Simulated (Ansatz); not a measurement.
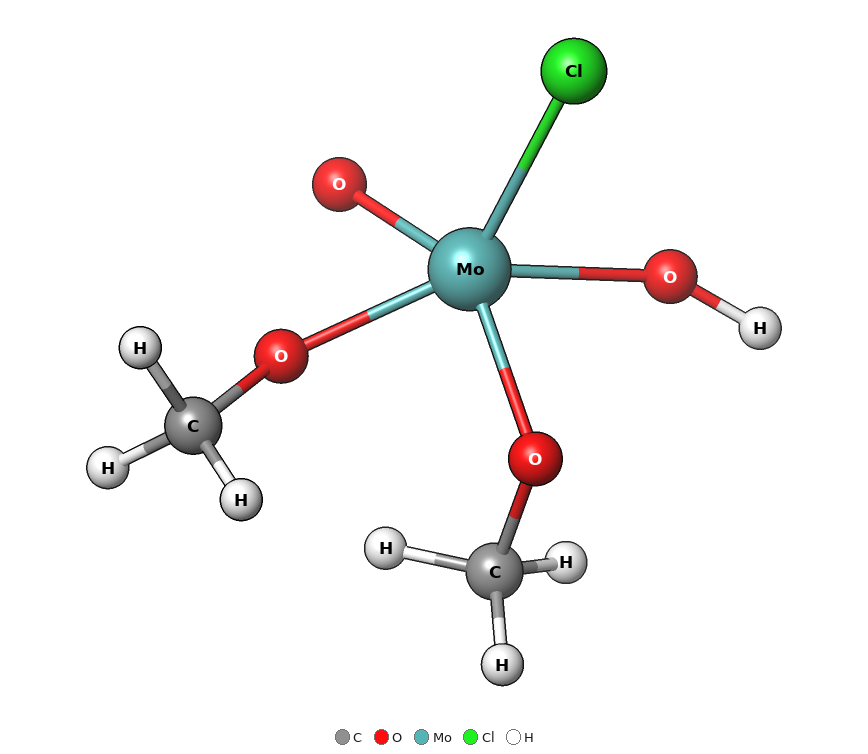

The picture shows the input geometry.

The calculation was set up as follows.

```yaml
crystal:
  periodic: [false, false, false]
  atoms:
    - {symbol: C, position_ang: [1.741500, -0.345500, 0.387200]}
    - {symbol: O, position_ang: [0.808100, 0.619500, 0.961400]}
    - {symbol: Mo, position_ang: [-0.639100, 1.145600, -0.438500]}
    - {symbol: O, position_ang: [-1.539700, 0.575600, -1.956400]}
    - {symbol: O, position_ang: [0.725900, 2.671100, -0.697400]}
    - {symbol: Cl, position_ang: [-1.910700, 3.088000, 0.126000]}
    - {symbol: O, position_ang: [-1.000400, -0.821400, -0.520200]}
    - {symbol: C, position_ang: [-1.266800, -1.885700, 0.311800]}
    - {symbol: H, position_ang: [2.237900, -0.791600, 1.246000]}
    - {symbol: H, position_ang: [2.356400, 0.251500, -0.285900]}
    - {symbol: H, position_ang: [1.102700, -1.077700, -0.151000]}
    - {symbol: H, position_ang: [1.622800, 3.088000, -0.495100]}
    - {symbol: H, position_ang: [-0.701600, -1.909900, 1.195600]}
    - {symbol: H, position_ang: [-1.186600, -2.802700, -0.293100]}
    - {symbol: H, position_ang: [-2.372200, -1.855500, 0.638800]}
basis:
  gaussian: {orbitals: def2-SVP}
hamiltonian: {xc: pbe, dispersion: d4}
relax: {f_tol: 0.03, max_steps: 200}
```

Result (its end):

```
mean field -24732.59345777 eV, -908.9060452190 hartree, gradient 1.4e-5 eV, S^2 0.000000; 1 other end points of the search recorded, 0 dependent functions left out
the calculation of the forces begins
reference -24732.59352658 eV, -908.9060477477 hartree; 41, 41 occupied and 127, 127 virtual orbitals, 1792 factors
Total energy: -24733.00642512 eV, -908.9212214892 hartree
Atom 0 at     2.703719    -0.040222    -0.138680 Å, force    -0.028799    -0.003032    -0.013010 eV/Å
Atom 1 at     1.409035    -0.328010    -0.597102 Å, force     0.020620     0.006027     0.006556 eV/Å
Atom 2 at    -0.275573     0.470950    -0.664961 Å, force    -0.000214     0.005091    -0.001287 eV/Å
Atom 3 at    -0.624773     0.646085    -2.304026 Å, force    -0.001034     0.000850     0.003231 eV/Å
Atom 4 at     0.705310     2.037072    -0.134472 Å, force    -0.007225    -0.000079     0.000604 eV/Å
Atom 5 at    -2.064979     1.698810     0.351035 Å, force     0.002772     0.000019    -0.003683 eV/Å
Atom 6 at    -1.254224    -1.018101    -0.115765 Å, force    -0.003429    -0.002729     0.000359 eV/Å
Atom 7 at    -2.273185    -1.509779     0.706451 Å, force     0.003076    -0.003347    -0.001957 eV/Å
Atom 8 at     2.941723    -0.652671     0.757717 Å, force     0.002593    -0.002958     0.006358 eV/Å
Atom 9 at     2.756752     1.040359     0.128961 Å, force     0.003103     0.002238     0.002148 eV/Å
Atom 10 at     3.439550    -0.265583    -0.939152 Å, force     0.005584    -0.001215    -0.002285 eV/Å
Atom 11 at     0.163759     2.778978     0.199022 Å, force     0.004775    -0.002056    -0.000356 eV/Å
Atom 12 at    -1.843571    -2.033710     1.587832 Å, force     0.000607    -0.001851     0.003870 eV/Å
Atom 13 at    -2.907022    -2.216836     0.130578 Å, force    -0.000454    -0.001578    -0.001526 eV/Å
Atom 14 at    -2.898322    -0.658042     1.061762 Å, force    -0.001976     0.004619     0.000977 eV/Å
Dipole moment:     0.300365    -0.338140     0.577445 e Å
```
